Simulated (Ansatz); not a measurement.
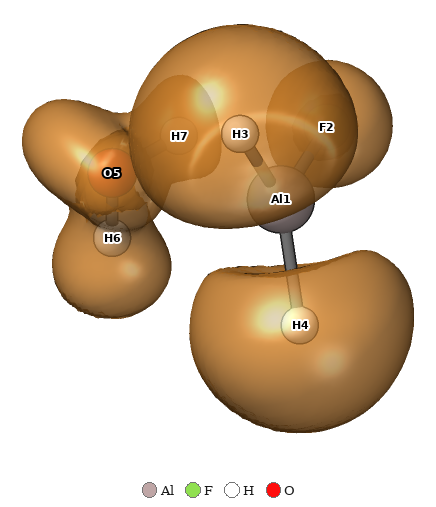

AlFH$_{2}$···H$_{2}$O. Isosurface of the electron localisation function at 0.75 (orange), seen at an oblique angle. Only the valence region is drawn (cores and ρ < 0.01 e/Å³ removed).

Not at a stationary point (largest force 0.9 eV/Å).

Computed with RKS PBE/def2-SVP (Ansatz).

Input file:

```
crystal:
  periodic: [false, false, false]
  atoms:
    - { symbol: Al, position_ang: [0.0, 0.0, 0.0] }
    - { symbol: F, position_ang: [0.0, 0.0, 2.04] }
    - { symbol: H, position_ang: [1.351, 0.0, -0.78] }
    - { symbol: H, position_ang: [-1.351, 0.0, -0.78] }
    - { symbol: O, position_ang: [0.0869, -1.972, 0.6559] }
    - { symbol: H, position_ang: [-0.4595, -2.5566, 0.0397] }
    - { symbol: H, position_ang: [0.0526, -1.1932, 1.752] }
basis:
  gaussian: { orbitals: def2-SVP }
hamiltonian:
  xc: pbe
relax:
  f_tol: 0.15
  max_steps: 25
  restrain:
    - { distance: [0, 4], at: 2.98, k: 30.0 }
    - { distance: [6, 1], at: 2.12, k: 30.0 }
    - { distance: [0, 1], at: 1.69, k: 30.0 }
    - { distance: [6, 4], at: 1.01, k: 30.0 }
output:
  orbitals: {}
```

Launched as:

```sh
ansatz run input.yaml --threads 1 --pin off --max-ram 2048MiB --backend cpu --events-out ev --progress --plain --runs-dir out
```

The fields are those of the run's last geometry, not of the input's.

Identify the bonds, lone pairs and shells in this picture.

The ELF exceeds this value in two regions around hydrogen nuclei, one region wrapped around F (its valence shell) and one joined region spread over several atoms (H, O), in which their bonds and any lone pairs are merged.

Values along the shortest contacts:
Al1···O5 (2.96 Å): the ELF is about 0.10 at the midpoint. Al–F (1.70 Å): the ELF peaks at about 0.85 in the valence shell of F, 0.6 Å from its nucleus, and is about 0.30 at the midpoint.
